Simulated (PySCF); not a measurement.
# C$_{2}$H$_{6}$Cl$_{2}$OSi: geometry relaxation

System: C$_{2}$H$_{6}$Cl$_{2}$OSi.
Method: PBE0-D3(BJ)/def2-SVP geometry optimisation, gas phase (PySCF 2.14.0).

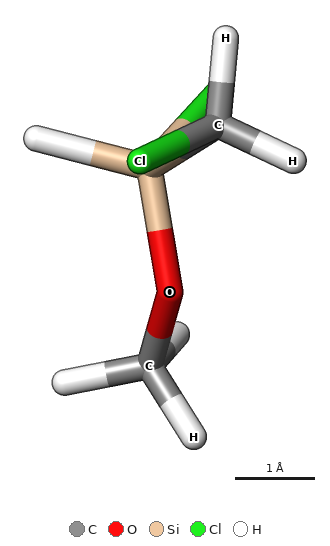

**Figure 1.** The starting structure (stick view, seen at an oblique angle).

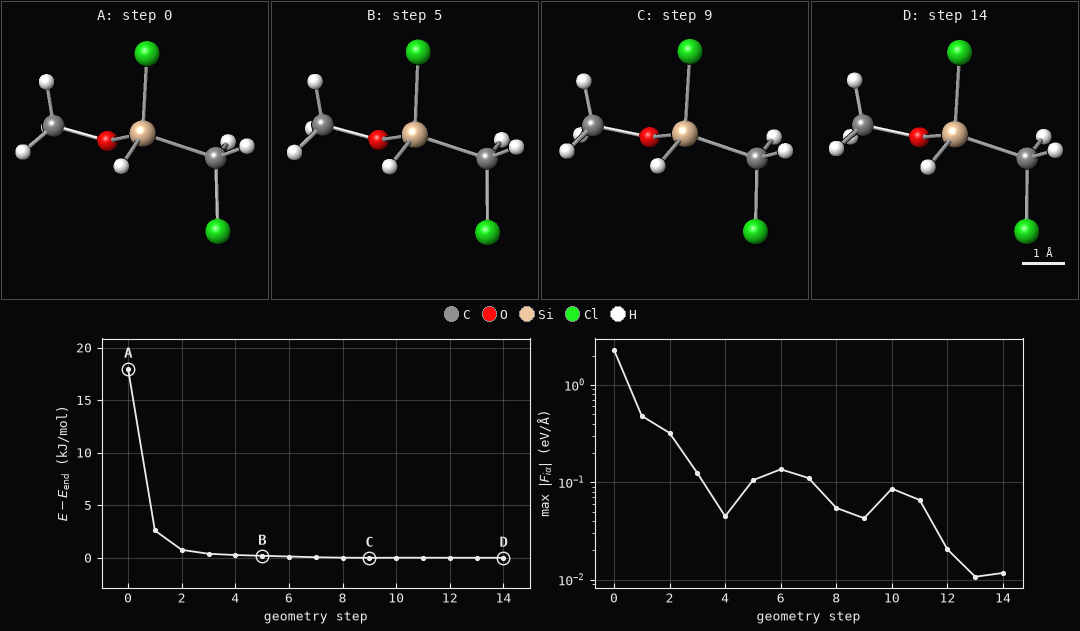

**Figure 2.** Frames of the relaxation (ball-and-stick view, seen at a tilt) above the curves, on which the letters mark them (steps are counted from 0).

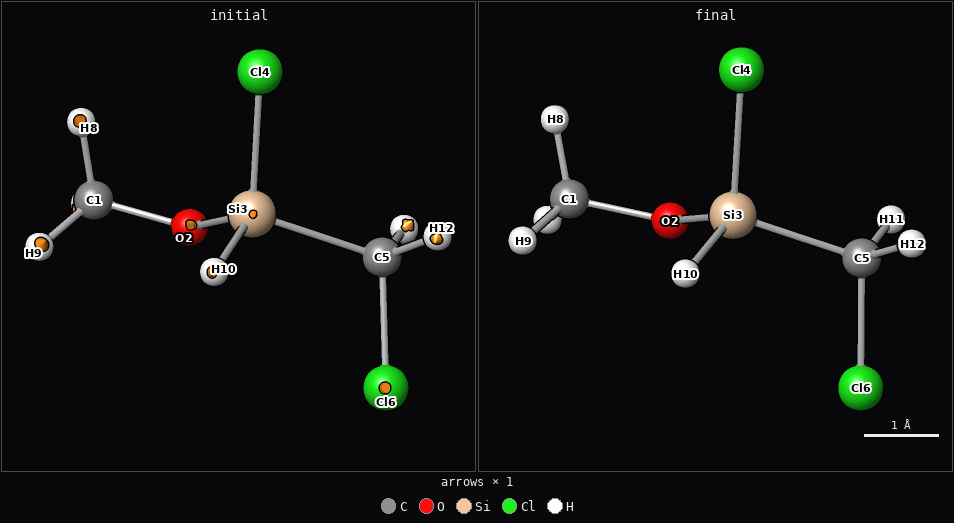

**Figure 3.** Before (left) and after (right) the relaxation, at one scale (ball-and-stick view, seen at a tilt). The orange arrows give the displacements, at true length. After 14 geometry steps the energy has fallen by 18.0 kJ/mol. Largest force component: 2.3 eV/Å at the start, 0.012 eV/Å at the end. The largest move after the best rigid fit is that of H7, 0.31 Å. Largest moves by element: H 0.31 Å, Cl 0.17 Å, O 0.16 Å, Si 0.09 Å, C 0.07 Å. Distances before and after: Si3–Cl4 2.007 → 2.074 Å, Si3–C5 1.919 → 1.870 Å, O2–Si3 1.601 → 1.643 Å, C5–H11 1.070 → 1.100 Å. Among the angles that change: C1–O2–Si3 130.8° → 126.4°, O2–Si3–C5 103.0° → 107.2°, H7–C1–H9 111.5° → 108.2°. (Atoms are counted from 1 in the order of the input.)

The input that produced these results follows, with the program's output.

Input:
```
{"job": {"xc": "PBE0", "basis": "def2-SVP", "d3": "d3bj", "grid": 1, "shake": 0.01, "kind": "geom"}, "charge": 0, "multiplicity": 1}
C     -1.985370    -0.796340    -0.115330
O     -0.631970    -0.544810    -0.239100
Si     0.306760     0.515620     0.507220
Cl    -0.352580     2.396910     0.278210
C      1.978320     0.338010    -0.418670
Cl     2.806180    -1.144420     0.094760
H     -2.302810    -1.383620    -0.967820
H     -2.541100     0.177030    -0.132300
H     -2.225220    -1.296440     0.827860
H      0.467500     0.263900     1.954160
H      1.856070     0.281470    -1.479670
H      2.663910     1.164420    -0.170980
```

The first line tells a small driver script what to run in PySCF; the rest is the geometry in Å.

Command:
```bash
OMP_NUM_THREADS=1 python <driver script> task.json out
```

The program's output:
```
step   0  E = -1363.93277196  max force = 0.044547
step   1  E = -1363.93863359  max force = 0.009333
step   2  E = -1363.93933455  max force = 0.006242
step   3  E = -1363.93947843  max force = 0.002418
step   4  E = -1363.93952316  max force = 0.000870
step   5  E = -1363.93955179  max force = 0.002039
step   6  E = -1363.93957703  max force = 0.002640
step   7  E = -1363.93960356  max force = 0.002150
step   8  E = -1363.93961948  max force = 0.001059
step   9  E = -1363.93962504  max force = 0.000830
step  10  E = -1363.93962063  max force = 0.001669
step  11  E = -1363.93962119  max force = 0.001277
step  12  E = -1363.93962252  max force = 0.000397
step  13  E = -1363.93962283  max force = 0.000208
step  14  E = -1363.93962383  max force = 0.000228
optimisation converged
```

Trajectory as extended XYZ (Å, eV, eV/Å), 15 frames, from step=0 to step=14:
```
12
Properties=species:S:1:pos:R:3:forces:R:3 step=0 energy=-37114.50116
C    -1.9854   -0.7963   -0.1153   -0.5716   1.2823   0.1912
O    -0.6320   -0.5448   -0.2391   -0.2526  -0.9415  -0.6489
Si    0.3068    0.5156    0.5072    2.2907  -0.5009   0.0890
Cl   -0.3526    2.3969    0.2782   -0.5514   1.2819  -0.1639
C     1.9783    0.3380   -0.4187   -0.1565   0.5164   1.5585
Cl    2.8062   -1.1444    0.0948    0.0938  -0.4711   0.1644
H    -2.3028   -1.3836   -0.9678   -0.2984  -0.4469  -0.3148
H    -2.5411    0.1770   -0.1323   -0.0007  -0.5291  -0.0205
H    -2.2252   -1.2964    0.8279   -0.0942  -0.3140   0.1756
H     0.4675    0.2639    1.9542   -0.0268  -0.0357   0.1656
H     1.8561    0.2815   -1.4797   -0.2742   0.0817  -1.0609
H     2.6639    1.1644   -0.1710   -0.1582   0.0769  -0.1353
12
Properties=species:S:1:pos:R:3:forces:R:3 step=1 energy=-37114.66067
C    -0.9860    0.8710    0.4277    0.0801  -0.1264  -0.0357
O     0.3958    1.0873    0.2850    0.1829   0.0885  -0.0875
Si    1.3500    2.1479    1.1058   -0.2829   0.4799   0.1473
Cl    0.5830    4.0942    0.8530    0.1590  -0.4206   0.0205
C     3.0882    2.1532    0.4007   -0.2038  -0.3533  -0.3406
Cl    3.9522    0.6719    0.9341   -0.0692   0.1129  -0.0382
H    -1.3246    0.2342   -0.4059    0.0370   0.0343   0.0798
H    -1.5550    1.8129    0.3923    0.0042   0.0920   0.0099
H    -1.2171    0.3537    1.3760    0.0104   0.0211  -0.0209
H     1.3471    1.8774    2.5648    0.0152  -0.0169   0.0250
H     3.0327    2.1429   -0.7037    0.0909   0.0278   0.1747
H     3.6667    3.0305    0.7151   -0.0237   0.0608   0.0658
12
Properties=species:S:1:pos:R:3:forces:R:3 step=2 energy=-37114.67974
C    -0.9632    0.8734    0.4223    0.0100   0.0100   0.0209
O     0.4150    1.0977    0.2853    0.0626  -0.0277  -0.0907
Si    1.3425    2.1600    1.1250   -0.1241   0.3210   0.0666
Cl    0.5828    4.0925    0.8578    0.0708  -0.2324   0.0367
C     3.0613    2.1418    0.3933    0.0035  -0.1172  -0.0901
Cl    3.9155    0.6591    0.9216   -0.0076   0.0196  -0.0064
H    -1.2960    0.2345   -0.4085   -0.0050  -0.0022   0.0107
H    -1.5305    1.8192    0.3855   -0.0167  -0.0082  -0.0005
H    -1.1946    0.3589    1.3710   -0.0176   0.0000   0.0046
H     1.3475    1.8853    2.5848   -0.0038   0.0010  -0.0076
H     3.0097    2.1374   -0.7063    0.0112   0.0257   0.0359
H     3.6431    3.0170    0.7129    0.0166   0.0104   0.0198
12
Properties=species:S:1:pos:R:3:forces:R:3 step=3 energy=-37114.68366
C    -0.9544    0.8745    0.4208    0.0061   0.0069   0.0310
O     0.4222    1.1088    0.2785   -0.0407  -0.0439  -0.0655
Si    1.3382    2.1726    1.1292   -0.0012   0.1243   0.0049
Cl    0.5793    4.0934    0.8655    0.0174  -0.0664   0.0191
C     3.0560    2.1372    0.3911    0.0272   0.0017   0.0448
Cl    3.8952    0.6450    0.9108   -0.0004  -0.0076  -0.0029
H    -1.2855    0.2295   -0.4053   -0.0048  -0.0094  -0.0098
H    -1.5317    1.8146    0.3827    0.0009  -0.0077  -0.0063
H    -1.1814    0.3614    1.3716   -0.0019   0.0015   0.0068
H     1.3403    1.8913    2.5873   -0.0010   0.0021   0.0015
H     3.0077    2.1442   -0.7067   -0.0137   0.0134  -0.0230
H     3.6472    3.0044    0.7194    0.0122  -0.0149  -0.0005
12
Properties=species:S:1:pos:R:3:forces:R:3 step=4 energy=-37114.68487
C    -0.9509    0.8736    0.4206    0.0034  -0.0020   0.0273
O     0.4231    1.1171    0.2680   -0.0277  -0.0097  -0.0401
Si    1.3353    2.1815    1.1255    0.0292  -0.0160   0.0012
Cl    0.5777    4.0975    0.8713   -0.0086   0.0196   0.0003
C     3.0563    2.1372    0.3930    0.0150   0.0301   0.0447
Cl    3.8783    0.6319    0.9008   -0.0025  -0.0107  -0.0043
H    -1.2831    0.2218   -0.3999   -0.0009  -0.0050  -0.0049
H    -1.5355    1.8090    0.3814   -0.0016  -0.0043  -0.0067
H    -1.1684    0.3640    1.3757   -0.0005   0.0032   0.0024
H     1.3329    1.8925    2.5822   -0.0022   0.0021   0.0035
H     3.0108    2.1565   -0.7049   -0.0089   0.0072  -0.0211
H     3.6566    2.9943    0.7313    0.0054  -0.0144  -0.0024
12
Properties=species:S:1:pos:R:3:forces:R:3 step=5 energy=-37114.68565
C    -0.9480    0.8724    0.4209    0.0005  -0.0149   0.0148
O     0.4223    1.1268    0.2540   -0.0035   0.0327  -0.0138
Si    1.3327    2.1889    1.1197    0.0293  -0.1049   0.0100
Cl    0.5783    4.1042    0.8774   -0.0189   0.0614  -0.0117
C     3.0580    2.1393    0.3966   -0.0052   0.0283   0.0068
Cl    3.8586    0.6164    0.8850   -0.0021  -0.0088  -0.0040
H    -1.2812    0.2101   -0.3912    0.0015  -0.0015   0.0018
H    -1.5424    1.8014    0.3781    0.0011   0.0012  -0.0052
H    -1.1533    0.3691    1.3823    0.0004   0.0045   0.0000
H     1.3233    1.8895    2.5745   -0.0035   0.0031   0.0022
H     3.0166    2.1755   -0.7017    0.0002   0.0047  -0.0037
H     3.6683    2.9832    0.7492    0.0002  -0.0060   0.0028
12
Properties=species:S:1:pos:R:3:forces:R:3 step=6 energy=-37114.68634
C    -0.9450    0.8709    0.4208   -0.0029  -0.0212   0.0021
O     0.4207    1.1389    0.2368    0.0170   0.0612   0.0081
Si    1.3301    2.1944    1.1141    0.0173  -0.1358   0.0133
Cl    0.5817    4.1130    0.8859   -0.0169   0.0658  -0.0143
C     3.0595    2.1427    0.4011   -0.0203   0.0147  -0.0296
Cl    3.8360    0.5983    0.8608    0.0005  -0.0038  -0.0031
H    -1.2783    0.1936   -0.3790    0.0044   0.0011   0.0067
H    -1.5508    1.7922    0.3702    0.0014   0.0046  -0.0032
H    -1.1359    0.3791    1.3911    0.0001   0.0046  -0.0016
H     1.3110    1.8816    2.5662   -0.0039   0.0034   0.0007
H     3.0238    2.2024   -0.6969    0.0070   0.0032   0.0120
H     3.6801    2.9700    0.7738   -0.0037   0.0024   0.0089
12
Properties=species:S:1:pos:R:3:forces:R:3 step=7 energy=-37114.68706
C    -0.9411    0.8696    0.4193   -0.0046  -0.0237  -0.0135
O     0.4174    1.1581    0.2127    0.0254   0.0740   0.0301
Si    1.3269    2.1983    1.1088   -0.0027  -0.1106   0.0073
Cl    0.5912    4.1257    0.9029   -0.0052   0.0386  -0.0077
C     3.0605    2.1475    0.4072   -0.0259  -0.0059  -0.0538
Cl    3.8062    0.5740    0.8184    0.0051   0.0036  -0.0017
H    -1.2702    0.1662   -0.3596    0.0047   0.0023   0.0085
H    -1.5643    1.7780    0.3517    0.0027   0.0058  -0.0010
H    -1.1133    0.3992    1.4038   -0.0005   0.0039  -0.0025
H     1.2933    1.8646    2.5561   -0.0023   0.0009  -0.0008
H     3.0336    2.2456   -0.6887    0.0102   0.0010   0.0218
H     3.6930    2.9499    0.8122   -0.0070   0.0102   0.0132
12
Properties=species:S:1:pos:R:3:forces:R:3 step=8 energy=-37114.68749
C    -0.9394    0.8693    0.4155   -0.0013  -0.0160  -0.0206
O     0.4132    1.1755    0.1948    0.0137   0.0545   0.0351
Si    1.3252    2.1972    1.1082   -0.0153  -0.0396  -0.0036
Cl    0.6036    4.1348    0.9253    0.0072  -0.0028   0.0035
C     3.0602    2.1515    0.4116   -0.0163  -0.0203  -0.0415
Cl    3.7878    0.5579    0.7772    0.0070   0.0086  -0.0025
H    -1.2597    0.1402   -0.3429    0.0034   0.0018   0.0054
H    -1.5772    1.7657    0.3266    0.0021   0.0036   0.0001
H    -1.1005    0.4227    1.4129   -0.0010   0.0025  -0.0022
H     1.2807    1.8437    2.5505    0.0011  -0.0043  -0.0015
H     3.0406    2.2848   -0.6805    0.0069  -0.0007   0.0173
H     3.6986    2.9337    0.8456   -0.0077   0.0127   0.0105
12
Properties=species:S:1:pos:R:3:forces:R:3 step=9 energy=-37114.68764
C    -0.9403    0.8704    0.4087    0.0061  -0.0021  -0.0197
O     0.4086    1.1906    0.1837   -0.0087   0.0142   0.0235
Si    1.3251    2.1910    1.1127   -0.0174   0.0427  -0.0117
Cl    0.6173    4.1386    0.9567    0.0145  -0.0394   0.0141
C     3.0591    2.1550    0.4145    0.0027  -0.0269  -0.0042
Cl    3.7824    0.5502    0.7382    0.0046   0.0112  -0.0047
H    -1.2471    0.1156   -0.3297    0.0000   0.0004  -0.0004
H    -1.5892    1.7555    0.2922    0.0008   0.0000   0.0006
H    -1.0996    0.4502    1.4178   -0.0013   0.0007  -0.0011
H     1.2753    1.8172    2.5495    0.0046  -0.0108  -0.0012
H     3.0437    2.3198   -0.6728   -0.0004  -0.0005   0.0032
H     3.6979    2.9229    0.8733   -0.0056   0.0106   0.0016
12
Properties=species:S:1:pos:R:3:forces:R:3 step=10 energy=-37114.68753
C    -0.9430    0.8726    0.3998    0.0106   0.0111  -0.0114
O     0.4052    1.1991    0.1809   -0.0237  -0.0226   0.0021
Si    1.3264    2.1822    1.1207   -0.0100   0.0858  -0.0094
Cl    0.6266    4.1353    0.9921    0.0128  -0.0495   0.0179
C     3.0578    2.1581    0.4163    0.0177  -0.0222   0.0289
Cl    3.7897    0.5517    0.7105    0.0000   0.0096  -0.0053
H    -1.2361    0.0979   -0.3231   -0.0023  -0.0006  -0.0053
H    -1.5965    1.7501    0.2557   -0.0011  -0.0025   0.0009
H    -1.1101    0.4759    1.4171   -0.0013  -0.0012  -0.0003
H     1.2789    1.7898    2.5525    0.0059  -0.0147  -0.0009
H     3.0414    2.3435   -0.6672   -0.0069   0.0013  -0.0100
H     3.6928    2.9208    0.8896   -0.0017   0.0056  -0.0072
12
Properties=species:S:1:pos:R:3:forces:R:3 step=11 energy=-37114.68754
C    -0.9450    0.8744    0.3937    0.0083   0.0151  -0.0030
O     0.4049    1.1986    0.1846   -0.0204  -0.0321  -0.0114
Si    1.3280    2.1765    1.1273   -0.0007   0.0657  -0.0021
Cl    0.6267    4.1285    1.0130    0.0052  -0.0297   0.0151
C     3.0571    2.1597    0.4169    0.0179  -0.0082   0.0340
Cl    3.8011    0.5584    0.7050   -0.0021   0.0043  -0.0034
H    -1.2324    0.0948   -0.3261   -0.0023   0.0000  -0.0061
H    -1.5963    1.7516    0.2376   -0.0021  -0.0025   0.0007
H    -1.1221    0.4855    1.4123   -0.0008  -0.0021  -0.0006
H     1.2867    1.7751    2.5568    0.0044  -0.0139  -0.0008
H     3.0362    2.3476   -0.6660   -0.0081   0.0022  -0.0127
H     3.6881    2.9262    0.8898    0.0008   0.0013  -0.0097
12
Properties=species:S:1:pos:R:3:forces:R:3 step=12 energy=-37114.68758
C    -0.9453    0.8757    0.3893    0.0005   0.0111   0.0003
O     0.4054    1.1987    0.1858   -0.0048  -0.0204  -0.0102
Si    1.3286    2.1746    1.1312    0.0047   0.0166   0.0034
Cl    0.6240    4.1238    1.0280   -0.0028  -0.0004   0.0097
C     3.0570    2.1611    0.4184    0.0083   0.0060   0.0182
Cl    3.8054    0.5617    0.7024   -0.0013  -0.0015  -0.0012
H    -1.2300    0.0951   -0.3308   -0.0017   0.0017  -0.0041
H    -1.5956    1.7529    0.2290   -0.0012  -0.0008   0.0009
H    -1.1275    0.4883    1.4076    0.0002  -0.0020  -0.0020
H     1.2914    1.7657    2.5589    0.0021  -0.0116  -0.0014
H     3.0323    2.3502   -0.6645   -0.0049   0.0005  -0.0064
H     3.6874    2.9290    0.8897    0.0008   0.0008  -0.0072
12
Properties=species:S:1:pos:R:3:forces:R:3 step=13 energy=-37114.68758
C    -0.9451    0.8767    0.3861   -0.0044   0.0074   0.0007
O     0.4060    1.1988    0.1852    0.0070  -0.0095  -0.0062
Si    1.3289    2.1730    1.1335    0.0033  -0.0085   0.0051
Cl    0.6214    4.1207    1.0383   -0.0048   0.0107   0.0068
C     3.0572    2.1625    0.4199   -0.0001   0.0103   0.0033
Cl    3.8071    0.5635    0.7006   -0.0002  -0.0032  -0.0007
H    -1.2292    0.0966   -0.3349   -0.0004   0.0032  -0.0023
H    -1.5947    1.7543    0.2250   -0.0005   0.0007   0.0012
H    -1.1297    0.4891    1.4040    0.0006  -0.0019  -0.0027
H     1.2933    1.7583    2.5595    0.0010  -0.0095  -0.0014
H     3.0301    2.3529   -0.6629   -0.0016  -0.0015  -0.0004
H     3.6878    2.9305    0.8906    0.0002   0.0018  -0.0034
12
Properties=species:S:1:pos:R:3:forces:R:3 step=14 energy=-37114.68761
C    -0.9448    0.8775    0.3844   -0.0057   0.0055  -0.0005
O     0.4066    1.1987    0.1842    0.0103  -0.0043  -0.0027
Si    1.3290    2.1718    1.1345    0.0006  -0.0117   0.0043
Cl    0.6196    4.1190    1.0434   -0.0036   0.0093   0.0062
C     3.0573    2.1634    0.4209   -0.0028   0.0093  -0.0026
Cl    3.8075    0.5642    0.6998    0.0005  -0.0024  -0.0011
H    -1.2294    0.0982   -0.3372    0.0000   0.0036  -0.0017
H    -1.5938    1.7556    0.2238    0.0000   0.0012   0.0015
H    -1.1300    0.4891    1.4020    0.0006  -0.0019  -0.0028
H     1.2937    1.7537    2.5596    0.0007  -0.0084  -0.0013
H     3.0293    2.3546   -0.6619   -0.0002  -0.0025   0.0017
H     3.6881    2.9312    0.8915   -0.0003   0.0025  -0.0011
```

Key numbers:

- outcome: converged
- total energy: −1363.939624 hartree
- dipole moment: 1.00 D
- point group: C1
- hardware: 1 CPU thread, shared host
- wall time: 1.7 min
- peak memory: 0.52 GiB
